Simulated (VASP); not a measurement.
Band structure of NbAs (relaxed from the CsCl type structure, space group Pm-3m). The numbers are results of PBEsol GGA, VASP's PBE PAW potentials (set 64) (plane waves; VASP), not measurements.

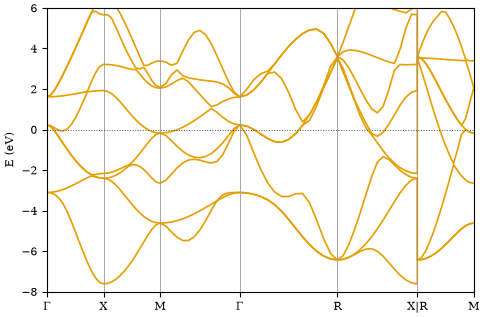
Bands along high-symmetry lines, zero at the valence-band maximum or, without a gap, the Fermi level

Problem. Read the plot: is there a gap, and where are the band edges?

Solution. It has no gap at this level: it comes out as a metal or semimetal. (Edges off the drawn lines would not show.)

The structure was generated: NbAs was put into the CsCl type type (Pm-3m), which need not be its known phase. It was relaxed first, which changed the volume by -35 %.
